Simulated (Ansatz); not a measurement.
# quartet CaF at 3 levels

Aim: a comparison of 3 runs (USVWN5/def2-TZVPP, UBCCD(T)/def2-TZVPP, UCCSD(T)/def2-TZVPP) of quartet CaF. 

The calculation is run with Ansatz 0.2.0.

38 further runs of the same task are left out: 4 that didn't finish, 34 set aside as unsound or not needed.

## (1) The system as given

CaF has 2 atoms, charge 0, and is taken as a quartet. As SMILES of the parent species, `[F][Ca]`. The coordinates come from a PBE0-D4/def2-TZVP relaxation. That shape belongs to the parent species and isn't relaxed for this state.

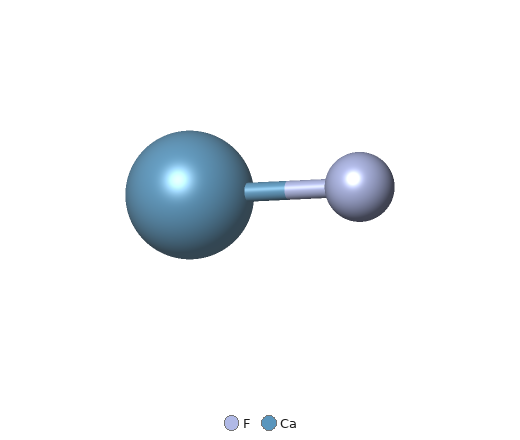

Viewed from a chosen angle; fluorine light blue, calcium blue.

## (2) The energy at USVWN5/def2-TZVPP (run 1)

Input file in.yaml:

```yaml
crystal:
  periodic: [false, false, false]
  atoms:
    - {symbol: F, position_ang: [0.000000, -0.000000, -0.048360]}
    - {symbol: Ca, position_ang: [-0.000000, 0.000000, 1.901310]}
basis:
  gaussian:
    orbitals: def2-TZVPP
magnetization:
  spin_polarized: true
  initial_magnetization: 3
hamiltonian:
  xc: {name: SVWN5}
accuracy: high
output:
  orbitals: {seedname: orbitals}
```

Command:

```bash
$ ansatz run in.yaml --threads 1 --pin off --max-ram 3480MiB --events-out events.jsonl --progress --plain --runs-dir runs
```

The program printed:

```text
Warning: RAYON_NUM_THREADS=1 ignored (pool sized by the plan → 1); use --threads N
Functional definition: SVWN5
  name "SVWN5"
  exchange = slater_x
  correlation = vwn5_c
1052 factors; integrals over basis functions are off by at most 3.9e-9 eV
mean field evaluation 1: about -21079.8996 eV, gradient 1.5e1 eV
mean field evaluation 2: about -21077.9462 eV, gradient 2.7e1 eV
mean field evaluation 4: about -21080.8553 eV, gradient 7.8e0 eV
mean field evaluation 8: about -21080.6416 eV, gradient 9.4e0 eV
mean field evaluation 16: about -21081.4549 eV, gradient 3.3e-2 eV
mean field evaluation 32: about -21081.4834 eV, gradient 1.1e-1 eV
mean field evaluation 64: about -21081.4737 eV, gradient 1.1e-2 eV
mean field evaluation 96: about -21081.3686 eV, gradient 2.4e0 eV
mean field evaluation 128: about -21081.4809 eV, gradient 8.7e-2 eV
mean field evaluation 160: about -21081.4741 eV, gradient 1.3e-2 eV
mean field evaluation 192: about -21081.4842 eV, gradient 6.6e-3 eV
mean field evaluation 224: about -21081.4632 eV, gradient 9.5e-2 eV
mean field evaluation 256: about -21081.4296 eV, gradient 8.0e-1 eV
mean field evaluation 288: about -21081.4840 eV, gradient 3.2e-2 eV
mean field evaluation 320: about -21081.4676 eV, gradient 3.2e-1 eV
mean field evaluation 352: about -21081.4325 eV, gradient 6.2e-2 eV
mean field evaluation 384: about -21081.4834 eV, gradient 1.5e-2 eV
mean field -21081.48424359 eV, -774.7302564086 hartree, gradient 2.4e-8 eV, S^2 3.751087; 15 other end points of the search recorded, 0 dependent functions left out
reference -21081.48424590 eV, -774.7302564938 hartree; 16, 13 occupied and 51, 54 virtual orbitals, 1052 factors
Total energy: -21081.48424590 eV, -774.7302564938 hartree
```

It took 90 s on 1 thread of Arm Neoverse V2, shared host; peak memory 0.17 GiB.

## (3) A single-point energy at UBCCD(T)/def2-TZVPP (run 2)

Input file molecule.yaml:

```yaml
crystal:
  periodic: [false, false, false]
  atoms:
    - {symbol: F, position_ang: [0.000000, -0.000000, -0.048360]}
    - {symbol: Ca, position_ang: [-0.000000, 0.000000, 1.901310]}
basis:
  gaussian: {orbitals: def2-TZVPP}
magnetization: {spin_polarized: true, initial_magnetization: 3}
correlation: {method: bccd_t, frozen_orbitals: {Ca: 5, F: 1}}
accuracy: high
scf: {omitted_lower_state_checks: [cluster_reference, increment]}
```

Command:

```bash
$ ansatz run molecule.yaml --threads 1 --pin off --max-ram 3480MiB --events-out events.jsonl --progress --plain --runs-dir runs
```

The program printed:

```text
Warning: RAYON_NUM_THREADS=1 ignored (pool sized by the plan → 1); use --threads N
[... 18 lines left out ...]
6 core orbitals not correlated: weight in the atoms' cores, before any rotation towards them, 1.000 or more for the frozen orbitals, at most 0.000 for the correlated occupied ones
[... 37 lines left out ...]
Total energy: -21129.20691869 eV, -776.4840323711 hartree
Checks for a lower state left out: cluster_reference, increment
```

Run time: 14 s. Hardware: 1 thread of Arm Neoverse V2, shared host; peak memory 0.46 GiB.

## (4) A single-point energy at UCCSD(T)/def2-TZVPP (run 3)

Input file molecule.yaml:

```yaml
crystal:
  periodic: [false, false, false]
  atoms:
    - {symbol: F, position_ang: [0.000000, -0.000000, -0.048360]}
    - {symbol: Ca, position_ang: [-0.000000, 0.000000, 1.901310]}
basis:
  gaussian:
    orbitals: def2-TZVPP
magnetization:
  spin_polarized: true
  initial_magnetization: 3
correlation:
  method: ccsd_t
  frozen_orbitals: {Ca: 5, F: 1}
accuracy: high
scf:
  omitted_lower_state_checks: [cluster_reference, increment]
```

Command:

```bash
$ ansatz run molecule.yaml --threads 1 --pin off --max-ram 3480MiB --events-out events.jsonl --progress --plain --runs-dir runs
```

The program printed:

```text
Warning: RAYON_NUM_THREADS=1 ignored (pool sized by the plan → 1); use --threads N
[... 18 lines left out ...]
6 core orbitals not correlated: weight in the atoms' cores, before any rotation towards them, 1.000 or more for the frozen orbitals, at most 0.000 for the correlated occupied ones
[... 37 lines left out ...]
Total energy: -21129.20607693 eV, -776.4840014370 hartree
Checks for a lower state left out: cluster_reference, increment
```

Wall time 12 s (1 thread of Arm Neoverse V2, shared host); peak memory 0.35 GiB.

## (5) All runs side by side

```csv
run,level,frozen core orbitals,energy (Eh),⟨S²⟩,wall time
1,USVWN5/def2-TZVPP,–,-774.730256,3.751,90 s
2,UBCCD(T)/def2-TZVPP,6,-776.484032,3.754,14 s
3,UCCSD(T)/def2-TZVPP,6,-776.484001,3.754,12 s
```

## (6) Outcome

```
                                          quantity          value
                               run 3: total energy  -776.48400 Eh
run 3: correlation energy (6 core orbitals frozen)     -412.6 mEh
                             run 3: (T) correction      -6.99 mEh
          run 3: ⟨S²⟩ of the reference determinant          3.754
                              run 3: T1 diagnostic          0.011
```

All runs together took 1.9 min, the longest 90 s.
